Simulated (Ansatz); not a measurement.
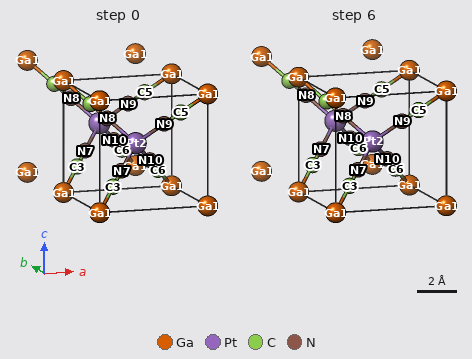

The structure of a crystal of GaPtC4N4 (a generated structure, set up in P-43m) (coarse preliminary run) before (left) and after (right) a relaxation, at one scale.

Style: ball-and-stick. Shown: the cell of the calculation, repeated 1 × 2 × 1 with one cell outlined, slightly off an axis.

The calculation used Ansatz 0.2.0, DFT PBE, scalar-relativistic, plane waves, PAW. (plane-wave cutoff 420 eV; k-point mesh 4 × 4 × 4; occupations gaussian; smearing width 0.1 eV; collinear spin; cell and atoms relaxed; force threshold 0.04 eV/Å; at most 70 steps)

### Summarise the run.

Over 3 accepted moves (6 points after the start) the energy falls by 27.6 meV per atom. Largest force component: 0.81 eV/Å at the start, 0.0068 eV/Å at the end. The pressure goes from 4.00 to 0.30 GPa. The line search rejected the trial step at point 4 of the run. The SCF was repeated twice at an unchanged geometry on a basis and grid sized afresh for the cell, which shifted the energy by 3.8 meV per atom at most. The largest moves relative to the cell, 0.018 Å, are those of C atoms. By element the largest moves are C 0.018 Å, N 0.016 Å. Pt and Ga stay in place. Cell: a = b = c 5.858 → 6.007 Å (+2.5 %). Volume +7.8 %. Some distances before and after: N–Pt 2.007 → 2.074 Å, C–Ga 1.896 → 1.962 Å, C–N 1.170 → 1.166 Å. The space group stays P-43m (No. 215). The run took 2.1 min on 1 thread of Arm Neoverse V2, with other jobs on the host, peak memory 0.52 GiB.
